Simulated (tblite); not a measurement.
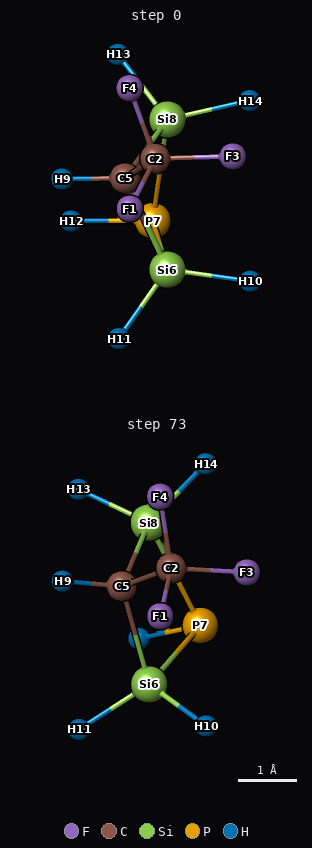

The structure of C₂H₆F₃PSi₂ before (top) and after (bottom) a relaxation, at one scale.

The picture is a ball-and-stick view, seen from a free direction.

Theory: tblite, GFN2-xTB geometry optimisation, gas phase. 

Summarise the run.

Answer. After 73 geometry steps the energy has fallen by 9.38 kcal/mol. The atom that moves furthest after the best rigid fit is H12 (1.32 Å). By element the largest moves are H 1.32 Å, P 0.86 Å, F 0.53 Å, Si 0.34 Å, C 0.29 Å. Among the contacts that change: Si6–P7 2.213 → 2.268 Å, C5–Si8 1.879 → 1.931 Å, C5–Si6 1.890 → 1.931 Å, P7–Si8 2.226 → 2.267 Å. Bond angles that change, for instance: P7–Si8–H13 110.5° → 117.2°, Si6–C5–Si8 91.3° → 97.7°, P7–Si6–H11 111.0° → 117.3°. Groups turn about C5–Si6 by about 40°, C5–Si8 by about 40°, Si6–P7 by about 35°. Cost: 0.5 s on 1 thread of Arm Neoverse V2, with other jobs on the host.
